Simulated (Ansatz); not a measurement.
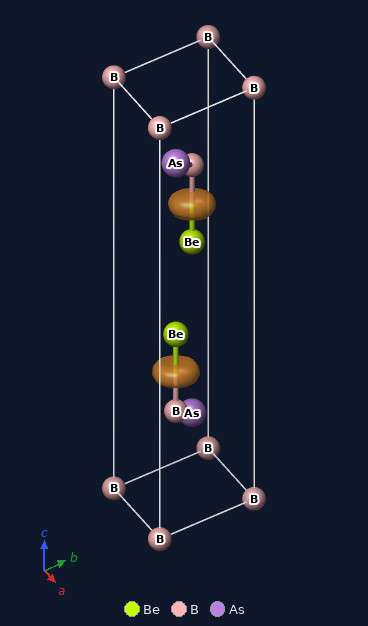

The picture shows: Be₂B₃As₂. Isosurface of the ELF at 0.9 (orange), seen at an oblique angle. Only the valence region is drawn (cores and ρ < 0.01 e/Å³ removed). Sticks mark near contacts.

Space group P-3m1; a structure generated by program, which may or may not match a known phase; computed without spin polarisation.

Theory: Ansatz 0.2.0, DFT PBE, scalar-relativistic, plane waves, PAW.

Input file:

```
crystal:
  lattice:
    - [3.2592573733, 0.0, 0.0]
    - [-1.6296286866, 2.8225996828, 0.0]
    - [0.0, 0.0, 10.1138345716]
  atoms:
    - { symbol: Be, position: [0.3333333333, 0.6666666667, 0.575735053] }
    - { symbol: Be, position: [0.6666666667, 0.3333333333, 0.424264947] }
    - { symbol: B, position: [0.3333333333, 0.6666666667, 0.7623601228] }
    - { symbol: B, position: [0.6666666667, 0.3333333333, 0.2376398772] }
    - { symbol: B, position: [0.0, 0.0, 0.0] }
    - { symbol: As, position: [0.3333333333, 0.6666666667, 0.1597620346] }
    - { symbol: As, position: [0.6666666667, 0.3333333333, 0.8402379654] }
basis:
  ecutwfc: 420
kpoints:
  mp_grid: { grid: [12, 12, 4] }
  band_path:
    path:
      - [[0.0, 0.0, 0.0], [0.5, 0.0, 0.0], [0.33333333, 0.33333333, 0.0], [0.0, 0.0, 0.0], [0.0, 0.0, 0.5], [0.5, 0.0, 0.5], [0.33333333, 0.33333333, 0.5], [0.0, 0.0, 0.5]]
      - [[0.5, 0.0, 0.5], [0.5, 0.0, 0.0]]
      - [[0.33333333, 0.33333333, 0.5], [0.33333333, 0.33333333, 0.0]]
    npoints: 14
hamiltonian:
  xc: pbe
scf:
  occupations: { method: gaussian, width: 0.1 }
  n_extra_bands: 17
output:
  forces: true
  stress: true
  eigenvalues: true
  populations: true
  dos: { projected: true, de: 0.02, nscf_kmesh: { grid: [15, 15, 5] } }
  bader: true
  write_density: true
  write_potential: true
  elf: true
  volumetric_format: npy
```

Run with:

```sh
ansatz run input.yaml --threads 1 --pin off --max-ram 2560MiB --backend cpu --events-out ev --progress --plain --runs-dir out
```

Below, planes, directions and counts refer to the conventional cell (a = 3.26 Å, b = 3.26 Å, c = 10.11 Å, α = 90.00°, β = 90.00°, γ = 120.00°).

What do the ELF domains correspond to?

At this value the surface marks out two regions between bonded B–Be atoms, counted in one cell of 7 atoms. Any copies at cell faces, edges or corners count once. Along the contacts the grid gives the following. Be–B (1.89 Å): the ELF peaks at about 1 between the atoms. B–As (2.04 Å): the ELF peaks at about 0.90 between the atoms.
